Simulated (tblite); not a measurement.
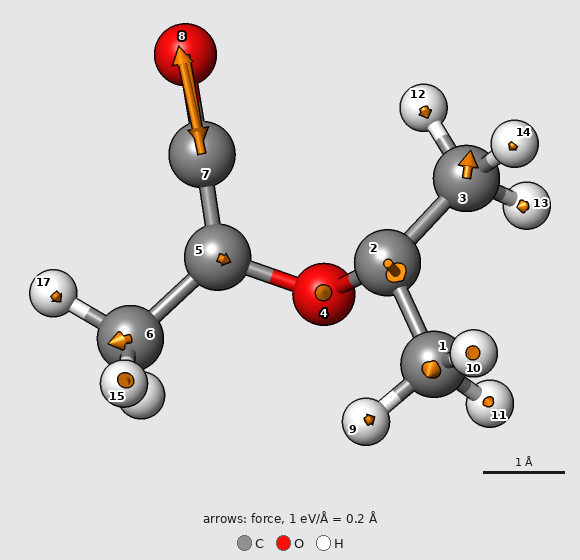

Starting geometry of C6H9O2 (multiplicity 2) with the computed forces as orange arrows. Style: ball-and-stick. Shown at a tilt.

All numbers below come from GFN2-xTB geometry optimisation, gas phase in tblite 0.8.0. 

**Is this structure relaxed? If not, where do the atoms go?**

It isn't relaxed: the largest force vector, on a C atom, is 6.94 eV/Å. The final displacements have little in common with the starting forces (cosine between the two patterns 0.13). An H atom moves most after the best rigid fit: 0.96 Å. By element the largest moves are H 0.96 Å, O 0.69 Å, C 0.52 Å. Some distances before and after: C–O 1.435 → 1.339 Å, C–O 1.252 → 1.186 Å, C–H 1.135 → 1.089 Å, C–C 1.476 → 1.512 Å. Among the angles between lasting bonds that change: C–C–O 178.4° → 164.9°, C–C–O 109.7° → 121.3°, O–C–C 117.9° → 128.8°. Groups turn about C–O by about 55°. Over 112 geometry steps the energy falls by 102.7 kJ/mol. The run took 0.71 s on 1 thread of Arm Neoverse V1, with other jobs on the host.
